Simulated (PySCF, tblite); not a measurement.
# phthalide (C₈H₆O₂): dynamics, then NMR shifts on frames, part 2 of 2

tblite 0.8.0 and PySCF 2.14.0. Atoms count from 0. The steps go on from the part before.

## (5) NMR shieldings: 625 fs, PBE0/pcSseg-1

The job: settings as JSON, then the geometry in Å.

```
{"job": {"kind": "nmr", "xc": "PBE0", "basis": "pcSseg-1", "pop": false}, "charge": 0, "multiplicity": 1}
O      1.520600    -2.519700     0.360900
C      1.026900    -1.417700     0.494600
O      1.752300    -0.244600     0.672600
C      0.959700     0.919400     0.516300
C     -0.427900     0.375700     0.360300
C     -1.610700     1.073900     0.543700
C     -2.811900     0.280800     0.547900
C     -2.723700    -1.118900     0.416500
C     -1.553300    -1.828700     0.483300
C     -0.411200    -1.044200     0.396000
H      1.032200     1.626900     1.317600
H      1.242600     1.426900    -0.424800
H     -1.617800     2.133500     0.681400
H     -3.828500     0.646700     0.540100
H     -3.649500    -1.573100     0.663100
H     -1.508600    -2.847500     0.705800
```

With the program's defaults for keys left out, this is: GIAO PBE0/pcSseg-1 NMR shielding, non-relativistic, gas phase.

Output:

```text
coarse grid: 14584 points
cycle   1  E = -458.0847212019  dE =  2.046e+00  |g| = 9.090e-01  |ddm| = 4.104e+00
cycle   2  E = -457.6186524883  dE =  4.661e-01  |g| = 1.805e+00  |ddm| = 2.488e+00
cycle   3  E = -458.2289817955  dE = -6.103e-01  |g| = 2.957e-01  |ddm| = 1.899e+00
cycle   4  E = -458.2448604317  dE = -1.588e-02  |g| = 1.055e-01  |ddm| = 3.245e-01
cycle   5  E = -458.2466270566  dE = -1.767e-03  |g| = 2.775e-02  |ddm| = 8.545e-02
cycle   6  E = -458.2468023498  dE = -1.753e-04  |g| = 7.234e-03  |ddm| = 4.030e-02
cycle   7  E = -458.2468120184  dE = -9.669e-06  |g| = 2.753e-03  |ddm| = 8.586e-03
final grid: 144312 points
cycle   8  E = -458.3286467306  dE = -1.881e-05  |g| = 1.507e-02  |ddm| = 4.802e-02
cycle   9  E = -458.3285502000  dE =  9.653e-05  |g| = 2.689e-02  |ddm| = 3.729e-02
cycle  10  E = -458.3286898594  dE = -1.397e-04  |g| = 3.159e-03  |ddm| = 2.454e-02
cycle  11  E = -458.3286918053  dE = -1.946e-06  |g| = 6.258e-04  |ddm| = 2.742e-03
cycle  12  E = -458.3286918747  dE = -6.939e-08  |g| = 1.817e-04  |ddm| = 6.408e-04
cycle  13  E = -458.3286918808  dE = -6.098e-09  |g| = 7.088e-05  |ddm| = 2.580e-04
cycle  14  E = -458.3286918821  dE = -1.297e-09  |g| = 2.022e-05  |ddm| = 9.623e-05
cycle  15  E = -458.3286918822  dE = -9.277e-11  |g| = 6.622e-06  |ddm| = 2.401e-05
converged SCF energy = -458.3286918822

GIAO shielding tensors (ppm)
atom      isotropic    diamagn.    paramagn.     s11        s22        s33       span
  0 O     -106.312     398.822    -505.134   -383.313   -236.047    300.424    683.737
  1 C        5.690     246.209    -240.520    -87.769     35.817     69.021    156.790
  2 O      113.641     398.271    -284.630   -100.597    189.707    251.814    352.412
  3 C      116.200     245.407    -129.207     95.518     98.702    154.380     58.862
  4 C       24.987     260.089    -235.102    -72.957     -6.312    154.229    227.186
  5 C       51.949     251.383    -199.434    -50.858     30.533    176.173    227.031
  6 C       37.967     255.898    -217.931    -82.014     24.765    171.149    253.163
  7 C       50.193     252.403    -202.209    -61.241     31.026    180.794    242.035
  8 C       55.883     248.018    -192.135    -49.509     30.637    186.521    236.030
  9 C       48.141     263.000    -214.858    -45.575     27.314    162.685    208.259
 10 H       26.841      29.624      -2.783     22.165     26.922     31.436      9.271
 11 H       26.048      28.896      -2.848     21.381     25.787     30.975      9.595
 12 H       23.936      31.971      -8.035     20.939     23.219     27.648      6.709
 13 H       23.398      29.001      -5.603     20.369     22.921     26.904      6.535
 14 H       24.284      28.131      -3.847     20.285     24.682     27.885      7.600
 15 H       23.698      31.698      -8.000     20.314     23.456     27.325      7.011
```

Wall time 57 s (1 thread of Arm Neoverse N1, shared host); peak memory 1 GiB.

Key values: δ C1 181.2, C4 161.9, C6 149.0, C9 138.8, H13 8.32, H15 8.02 ppm.

## (6) NMR shieldings: 800 fs, PBE0/pcSseg-1

The job: settings as JSON, then the geometry in Å.

```
{"job": {"kind": "nmr", "xc": "PBE0", "basis": "pcSseg-1", "pop": false}, "charge": 0, "multiplicity": 1}
O      1.697600    -2.467600     0.705200
C      1.227600    -1.374700     0.844600
O      1.937300    -0.190000     0.940200
C      1.011700     0.952000     0.843100
C     -0.400100     0.414800     0.860200
C     -1.574500     1.069300     0.843000
C     -2.739800     0.242400     0.891300
C     -2.677100    -1.130100     1.007900
C     -1.414700    -1.769500     1.007800
C     -0.269500    -1.014200     0.857300
H      1.253500     1.687600     1.598200
H      1.272600     1.500500    -0.148000
H     -1.722000     2.159400     0.694500
H     -3.669900     0.715500     0.955700
H     -3.571300    -1.697000     1.254000
H     -1.251500    -2.842000     1.105500
```

Method: GIAO PBE0/pcSseg-1 NMR shielding, non-relativistic, gas phase.

Output:

```text
coarse grid: 14584 points
cycle   1  E = -458.0905392666  dE =  1.911e+00  |g| = 9.103e-01  |ddm| = 4.118e+00
cycle   2  E = -457.6537336055  dE =  4.368e-01  |g| = 1.777e+00  |ddm| = 2.471e+00
cycle   3  E = -458.2365857581  dE = -5.829e-01  |g| = 2.710e-01  |ddm| = 1.843e+00
cycle   4  E = -458.2498849401  dE = -1.330e-02  |g| = 1.048e-01  |ddm| = 3.130e-01
cycle   5  E = -458.2516280584  dE = -1.743e-03  |g| = 2.880e-02  |ddm| = 8.403e-02
cycle   6  E = -458.2518162789  dE = -1.882e-04  |g| = 7.604e-03  |ddm| = 4.003e-02
cycle   7  E = -458.2518265571  dE = -1.028e-05  |g| = 3.034e-03  |ddm| = 8.545e-03
cycle   8  E = -458.2518288646  dE = -2.308e-06  |g| = 8.295e-04  |ddm| = 3.253e-03
final grid: 144312 points
cycle   9  E = -458.3337400028  dE = -1.766e-05  |g| = 1.445e-02  |ddm| = 4.946e-02
cycle  10  E = -458.3336743194  dE =  6.568e-05  |g| = 2.384e-02  |ddm| = 3.406e-02
cycle  11  E = -458.3337794555  dE = -1.051e-04  |g| = 2.235e-03  |ddm| = 2.173e-02
cycle  12  E = -458.3337804258  dE = -9.704e-07  |g| = 5.685e-04  |ddm| = 2.084e-03
cycle  13  E = -458.3337804892  dE = -6.334e-08  |g| = 1.710e-04  |ddm| = 6.366e-04
cycle  14  E = -458.3337804947  dE = -5.525e-09  |g| = 4.880e-05  |ddm| = 2.045e-04
cycle  15  E = -458.3337804952  dE = -5.181e-10  |g| = 2.012e-05  |ddm| = 6.802e-05
converged SCF energy = -458.3337804952

GIAO shielding tensors (ppm)
atom      isotropic    diamagn.    paramagn.     s11        s22        s33       span
  0 O      -89.276     398.704    -487.980   -352.897   -218.577    303.645    656.542
  1 C       10.815     246.209    -235.394    -83.010     38.319     77.134    160.144
  2 O      103.560     399.530    -295.970   -104.789    179.294    236.175    340.964
  3 C      105.565     244.410    -138.845     74.592     89.690    152.413     77.820
  4 C       36.572     261.705    -225.132    -56.074      3.331    162.460    218.533
  5 C       60.591     250.527    -189.936    -39.904     46.880    174.797    214.701
  6 C       45.679     252.946    -207.268    -66.552     21.879    181.709    248.261
  7 C       54.074     253.552    -199.478    -53.309     38.232    177.299    230.608
  8 C       49.552     249.303    -199.751    -49.778     16.198    182.237    232.015
  9 C       43.943     261.625    -217.682    -58.249     35.147    154.931    213.180
 10 H       26.332      28.196      -1.864     21.785     26.536     30.674      8.889
 11 H       24.992      28.372      -3.380     20.155     24.925     29.897      9.741
 12 H       23.414      30.600      -7.186     19.633     24.097     26.511      6.878
 13 H       24.329      29.882      -5.553     21.224     23.934     27.830      6.607
 14 H       23.650      28.097      -4.447     20.092     24.582     26.277      6.185
 15 H       23.219      30.463      -7.244     19.435     23.255     26.967      7.532
```

Run time: 54 s. Hardware: 1 thread of Arm Neoverse N1, shared host; peak memory 0.94 GiB.

This run: δ C1 176.1, C4 150.4, C9 143.0, C6 141.2, H15 8.50, H12 8.30 ppm.

## (7) Nuclear shieldings: 1000 fs, PBE0/pcSseg-1

The job: settings as JSON, then the geometry in Å.

```
{"job": {"kind": "nmr", "xc": "PBE0", "basis": "pcSseg-1", "pop": false}, "charge": 0, "multiplicity": 1}
O      1.707600    -1.965000     1.217700
C      1.185000    -0.926200     1.028800
O      1.880400     0.085700     0.483800
C      1.117400     1.162900     0.047400
C     -0.314400     0.789900     0.592700
C     -1.541700     1.392200     0.565100
C     -2.618000     0.679400     1.134600
C     -2.546400    -0.621800     1.556000
C     -1.297500    -1.207500     1.642700
C     -0.201800    -0.487700     1.186600
H      1.487100     2.088100     0.426200
H      1.009300     1.222400    -0.975300
H     -1.581300     2.344300     0.004800
H     -3.589700     1.241700     1.079800
H     -3.467100    -1.078500     1.937500
H     -1.252600    -2.220900     2.067200
```

With the program's defaults for keys left out, this is: GIAO PBE0/pcSseg-1 NMR shielding, non-relativistic, gas phase.

Output:

```text
coarse grid: 14584 points
cycle   1  E = -458.0981216255  dE =  2.221e+00  |g| = 8.927e-01  |ddm| = 4.158e+00
cycle   2  E = -457.7419882936  dE =  3.561e-01  |g| = 1.642e+00  |ddm| = 2.636e+00
cycle   3  E = -458.2366069857  dE = -4.946e-01  |g| = 2.655e-01  |ddm| = 1.983e+00
cycle   4  E = -458.2497552619  dE = -1.315e-02  |g| = 8.778e-02  |ddm| = 3.020e-01
cycle   5  E = -458.2509647593  dE = -1.209e-03  |g| = 2.399e-02  |ddm| = 7.164e-02
cycle   6  E = -458.2510946698  dE = -1.299e-04  |g| = 5.990e-03  |ddm| = 3.185e-02
cycle   7  E = -458.2511018642  dE = -7.194e-06  |g| = 1.912e-03  |ddm| = 7.365e-03
final grid: 144312 points
cycle   8  E = -458.3315239465  dE = -1.779e-05  |g| = 1.352e-02  |ddm| = 4.700e-02
cycle   9  E = -458.3314653642  dE =  5.858e-05  |g| = 2.227e-02  |ddm| = 3.302e-02
cycle  10  E = -458.3315578236  dE = -9.246e-05  |g| = 2.544e-03  |ddm| = 2.173e-02
cycle  11  E = -458.3315590716  dE = -1.248e-06  |g| = 4.889e-04  |ddm| = 2.313e-03
cycle  12  E = -458.3315591164  dE = -4.476e-08  |g| = 1.267e-04  |ddm| = 5.380e-04
cycle  13  E = -458.3315591195  dE = -3.142e-09  |g| = 4.664e-05  |ddm| = 1.789e-04
cycle  14  E = -458.3315591200  dE = -5.062e-10  |g| = 1.744e-05  |ddm| = 7.082e-05
converged SCF energy = -458.3315591200

GIAO shielding tensors (ppm)
atom      isotropic    diamagn.    paramagn.     s11        s22        s33       span
  0 O      -65.311     399.969    -465.279   -309.071   -206.956    320.095    629.166
  1 C       17.770     246.365    -228.595    -69.061     41.788     80.585    149.646
  2 O      147.193     398.832    -251.639    -46.754    215.428    272.904    319.658
  3 C      122.037     244.737    -122.700    102.976    104.796    158.340     55.364
  4 C       21.187     263.966    -242.779    -77.797     -4.865    146.223    224.020
  5 C       55.175     253.265    -198.090    -49.248     42.517    172.256    221.503
  6 C       47.528     254.435    -206.907    -55.094     24.009    173.670    228.765
  7 C       54.750     254.743    -199.993    -53.539     40.310    177.480    231.019
  8 C       52.535     246.872    -194.337    -47.579     23.917    181.268    228.846
  9 C       55.794     263.529    -207.735    -39.956     38.949    168.389    208.345
 10 H       27.121      28.572      -1.451     22.297     26.565     32.501     10.205
 11 H       28.129      31.819      -3.690     23.374     27.840     33.172      9.797
 12 H       23.410      31.333      -7.923     19.555     23.248     27.426      7.871
 13 H       23.421      27.332      -3.911     19.217     24.599     26.446      7.229
 14 H       23.544      28.156      -4.612     19.878     24.590     26.163      6.284
 15 H       23.040      29.879      -6.839     18.966     23.783     26.369      7.403
```

It took 53 s on 1 thread of Arm Neoverse N1, shared host; peak memory 0.94 GiB.

In short: δ C1 169.2, C4 165.7, C6 139.4, C8 134.4, H15 8.68, H12 8.31 ppm.

## (8) Comparing the runs: NMR shifts

Shifts (ppm) of some atoms, chosen among heavy atoms and hydrogens apart, with basis size and wall time:

```tsv
frame	C4	C9	C3	H11	H10	O0	O2	functions	time
250 fs	159.0	134.8	74.0	5.21	4.96	398.1	235.8	200	56 s
425 fs	159.1	125.2	70.7	5.12	6.52	445.7	214.5	200	55 s
625 fs	161.9	138.8	70.7	5.67	4.88	442.4	222.4	200	57 s
800 fs	150.4	143.0	81.4	6.72	5.39	425.4	232.5	200	54 s
1000 fs	165.7	131.1	64.9	3.59	4.60	401.4	188.9	200	53 s
```

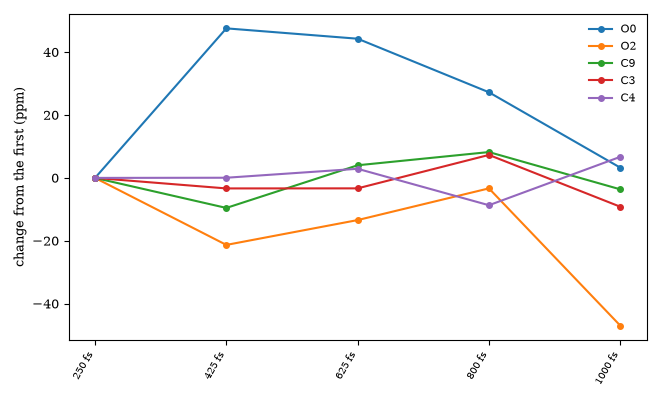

How five of the tabulated atoms move from run to run.

## (9) What came out

What follows sums up all 2 parts.

| quantity | value |
| --- | --- |
| thermostat | 300 K |
| mean temperature, second half | 302 K |
| mean potential energy above the minimum | 0.53 eV |
| ¹³C shifts against TMS (PBE0/pcSseg-1, 250 fs) | 168.6, 159.0, 144.1, 138.7, 134.8, 134.5, 120.8, 74.0 ppm |
| ¹H shifts against TMS (PBE0/pcSseg-1, 250 fs) | 8.83, 8.34, 7.62, 7.54, 5.21, 4.96 ppm |
| ¹⁷O shifts against H2O (PBE0/pcSseg-1, 250 fs) | 398.1, 235.8 ppm |
| range of the shift of O0 | 398.1 to 445.7 ppm |

**Reading.** In the second half the potential energy averages 0.53 eV above the minimum; equipartition over 42 harmonic modes at 300 K would give 0.54 eV. With 16 atoms the temperature swings widely (137 to 429 K). Shifts at one fixed geometry are not the observed spectrum, which averages over the motion. In the first frame run (250 fs): The largest span, 622 ppm, is at O0, where the paramagnetic term is -461 ppm. NICS(1)zz of -29 ppm above the planar ring from C4 marks a diatropic (aromatic) ring current. In ppm, O0 moves most: its shift spreads over 47.6 ppm, from 398.1 (250 fs) to 445.7 (425 fs).
